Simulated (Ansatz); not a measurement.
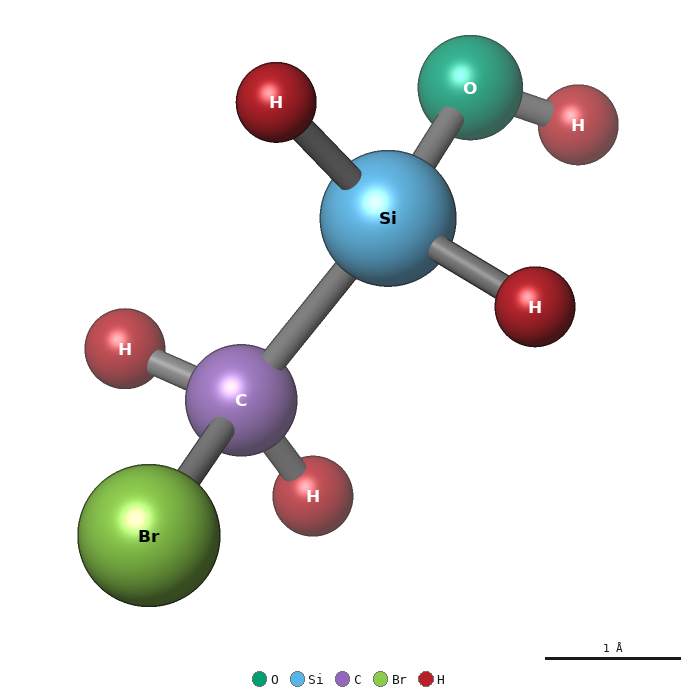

Depth is shown by fading: the farther an atom, the more it takes the colour of the background. The geometry was computed by an optimisation with PBE0-D4/def2-TZVP. No frequency run is at hand to confirm it as a minimum. Masses are those of the most abundant isotopes; constants are for the rigid equilibrium geometry.

Q: Classify the rotor and give the rotational constants (GHz).

A: An asymmetric top (C1): A = 17.3, B = 1.23, C = 1.18 GHz. Ray's parameter κ is −0.99, close to the prolate limit.
